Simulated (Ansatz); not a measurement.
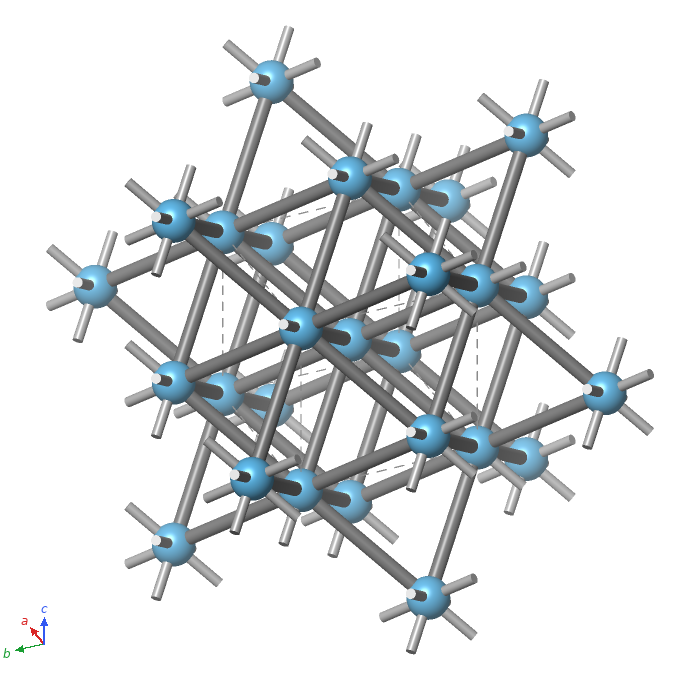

The picture shows a finite piece of the underlying net of a crystal structure, nodes on the atoms' positions. Nodes are coloured by topological kind. Edges to nodes outside the piece are drawn as stubs.

Q: Classify the net: periodicity, connectivity, name.

A: A uninodal 8-connected, three-periodic net. It is the bcu net, known from CsCl and the body-centred cubic metals.

Q: Give point symbol and coordination sequence.

A: 4^24.6^4, sequence 8, 26, 56, 98, 152, 218.

The net was derived as follows. Ga4Ir (space group Im-3m, No. 229). Coordinates: the end point of a relaxation with DFT PBE, scalar-relativistic, plane waves, PAW (Ansatz 0.2.0); the starting structure was generated, so it need not be a known form of this composition. Bonds are taken as Ga–Ir below 2.8 Å. The graph is simplified in the usual way: terminal and isolated atoms are pruned, two-connected atoms become edges. Ir is an 8-connected node. Ga becomes part of the edges.
